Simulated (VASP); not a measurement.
Band structure of Si (diamond). All values below come from r2SCAN meta-GGA, VASP's PBE PAW potentials (set 64) (plane waves; VASP).

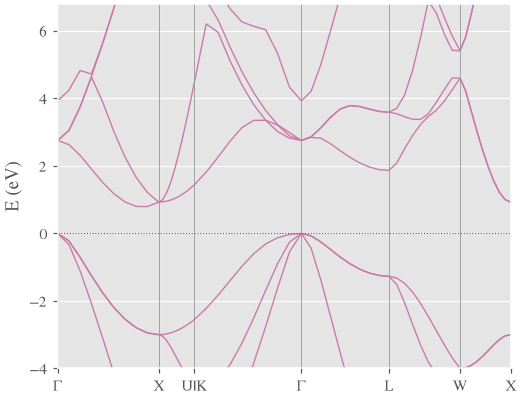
Fig. 1. Bands along high-symmetry lines, zero at the valence-band maximum or, without a gap, the Fermi level

Task: Read the plot: is there a gap, and where are the band edges?

Result: The gap is indirect, 0.80 eV, from the valence maximum at Γ to the conduction minimum at (0.44, 0.44, 0.00).

Measured: gap 1.23 eV (computed value off by -0.43 eV), as given by Wei Chen et al., Physical Review Materials (2018), doi:10.1103/physrevmaterials.2.073803 [zero-point renormalisation of 0.06 eV added back (the table's ZPR column)].

The compound is Si in the diamond structure. It was relaxed first.
